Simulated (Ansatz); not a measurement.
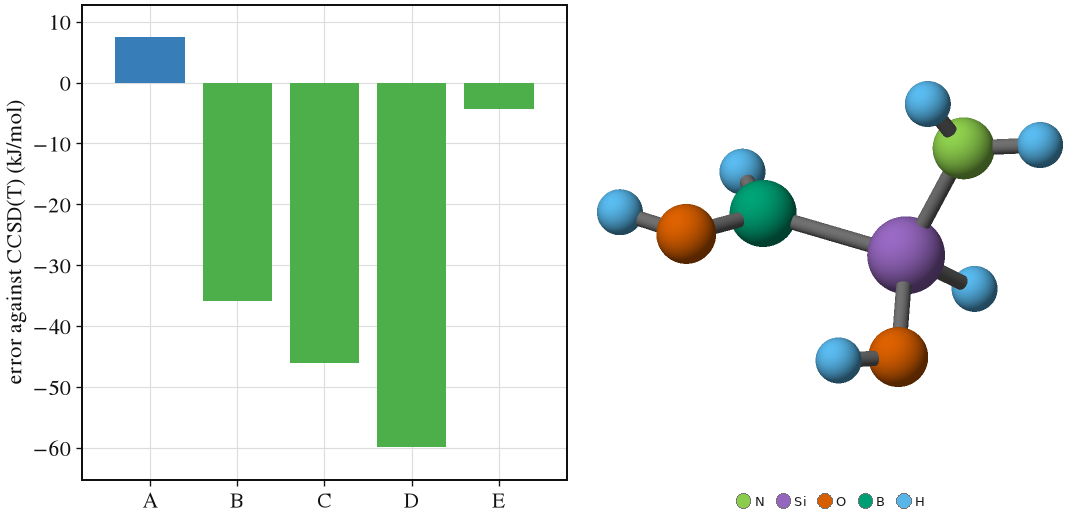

Error in the electronic atomisation energy (method less reference, so positive means overbinding) of BSiNH₆O₂, SMILES N[Si@@H](O)BO: functionals in def2-TZVPP against frozen-core CCSD(T) at the limit (MP2 extrapolated from triple and quadruple zeta, plus CCSD(T) less MP2 in a smaller set), which gives 4090.1 kJ/mol, at a PBE0-D4/def2-TZVP geometry (no frequency check), no zero-point or spin-orbit term, the Ansatz code 0.2.0. The reference leaves out core correlation, a term that grows with the number of heavy atoms. B2PLYP holds a correlation term that converges slowly with the basis, so part of the distance to the limit is basis error. No dispersion term is added to B2PLYP. Limit means the basis limit.

### The letters stand for B2PLYP, B3LYP-D4, CCSD limit, PBE0-D4 and ωB97X-V. Which is which?

A: ωB97X-V (7.4 kJ/mol); B: PBE0-D4 (−35.8 kJ/mol); C: B2PLYP (−46.0 kJ/mol); D: CCSD limit (−59.9 kJ/mol); E: B3LYP-D4 (−4.4 kJ/mol).

Caveats, for all or some of the runs: one conformer of a flexible molecule.
